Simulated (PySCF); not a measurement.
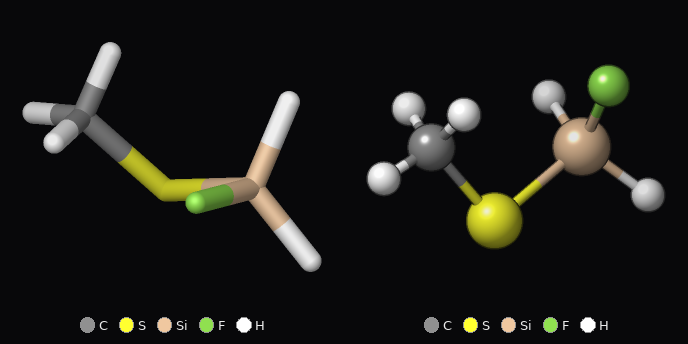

The same structure drawn twice, from different directions.

Computed geometry: GFN2-xTB optimisation. No frequency run is at hand to confirm it as a minimum.

What is the molecular formula?

CH5FSSi, 9 atoms: 1 carbon, 5 hydrogen, 1 fluorine, 1 sulfur and 1 silicon.

Does it have rings?

It has no ring.

More results for the same structure follow; atom numbers are the same in all pictures, views and colours differ.

## Geometry

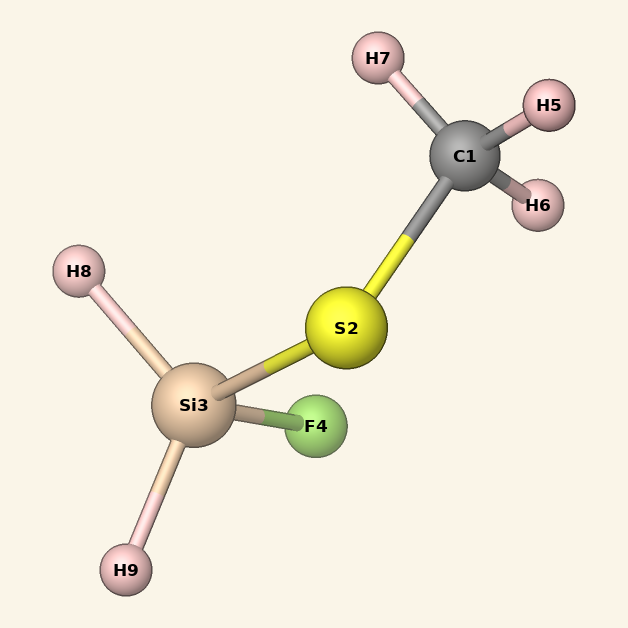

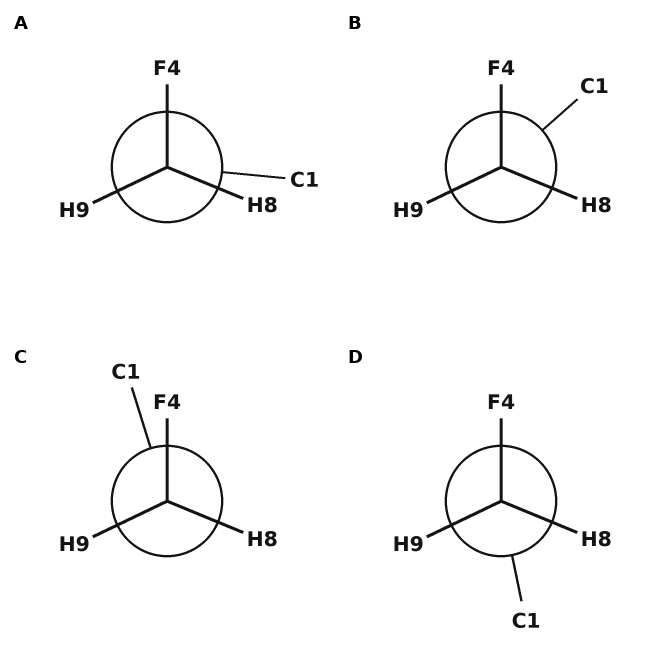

Atoms fade into the background with distance from the viewer. Bonds that would overlap in a projection are set slightly apart. No frequency run is at hand to confirm it as a minimum.

Which Newman projection shows the view along Si3–S2, with Si3 in front?

B. The torsion angle F4–Si3–S2–C1 is 48°, synclinal (gauche).

## Electronic properties

No frequency run is at hand to confirm it as a minimum. Properties computed with PBE0/def2-SVPD, gas phase (PySCF 2.14.0). Excitations: vertical, linear response.

Estimate the mean static polarisability.

59.5 bohr³.

Give the dipole moment at this level.

1.20 D.

What is the lowest vertical singlet excitation?

5.51 eV.

Estimate the brightest of the 6 lowest singlets.

6.28 eV.

## Charges

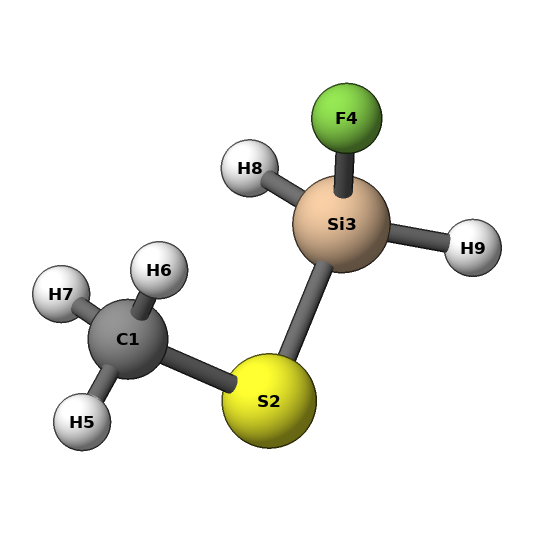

The questions are on IAO charges. No frequency run is at hand to confirm it as a minimum. Method: PBE0/pcSseg-1, gas phase (PySCF 2.14.0).

Which atom carries the highest charge (most positive or least negative)?

Si3 (1.00 e).

And the lowest?

F4 (−0.54 e).

Give the IAO charges atom by atom.

| atom | value (e) |
| --- | --- |
| C1 | −0.50 |
| S2 | −0.19 |
| Si3 | 1.00 |
| F4 | −0.54 |
| H5 | 0.17 |
| H6 | 0.17 |
| H7 | 0.16 |
| H8 | −0.15 |
| H9 | −0.13 |

## Quadrupole coupling

No frequency run is at hand to confirm it as a minimum. Electric field gradients from the ground-state density, PBE0/pcSseg-1 (PySCF 2.14.0), non-relativistic apart from any core potentials.

Give the largest field-gradient component, the quadrupole coupling constant and the asymmetry for 33S at S2 (Q = −67.81 mb), 2H at H5 (Q = 2.86 mb), 2H at H6 (Q = 2.86 mb).

| atom | V_zz (a.u.) | e²qQ/h (MHz) | η |
| --- | --- | --- | --- |
| S2 | −2.195 | 35.0 | 0.92 |
| H5 | 0.318 | 0.213 | 0.05 |
| H6 | 0.312 | 0.210 | 0.04 |

The geometry is semi-empirical. Around Si such bond lengths and angles can be off by a tenth of an ångström or more and by several degrees, and values that hang on the shape move with them.
